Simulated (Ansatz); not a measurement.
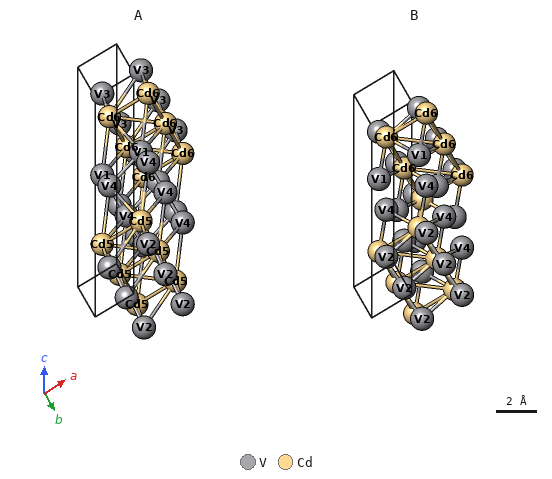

Two geometries of solid V2Cd (built on the 2H molybdenite_194 type) (coarse preliminary run), drawn at one scale. One is the start of a relaxation, the other its converged end. A ball-and-stick model of the cell of the calculation, repeated 2 × 3 × 1 with one cell outlined, seen from a free direction.

Method: Ansatz 0.2.0, DFT PBE, scalar-relativistic, plane waves, PAW. Set-up: plane-wave cutoff 420 eV; k-point mesh 6 × 6 × 2; occupations gaussian; smearing width 0.1 eV; collinear spin; cell and atoms relaxed; force threshold 0.04 eV/Å; at most 70 steps.

### Which geometry has the lower energy?

Structure A is the relaxed one. Case: 2H molybdenite type (P6_3/mmc, No. 194). The energy falls by 2620 meV per atom in 8 accepted moves (10 points after the start). Largest force component: 9.5 eV/Å at the start, 0.011 eV/Å at the end. The pressure goes from 65.53 to 0.06 GPa. At 2 points the geometry stayed and the basis and grid were re-selected for the new cell (energy shift of 3.7 meV per atom at most each time). The largest moves relative to the cell, 0.85 Å, are those of V1, V2, V3 and V4. V2 goes along −c. Cd stays in place. The volume changes by +7.4 %, with a = b 3.026 → 2.932 Å (−3.1 %), c 11.768 → 13.451 Å (+14.3 %). Some distances before and after: V1–V3 2.883 → 4.999 Å, V1–V4 3.472 → 2.418 Å, V1–Cd6 2.265 → 3.019 Å, Cd5–Cd5 3.026 → 2.932 Å. New bonds form: V1–V4 (3.47 → 2.42 Å), V2–V3 (3.47 → 2.42 Å). Among the angles between lasting bonds that change: Cd5–V2–Cd5 83.8° → 58.1°. The space group stays P6_3/mmc (No. 194). The program noted that the starting moments weren't kept.
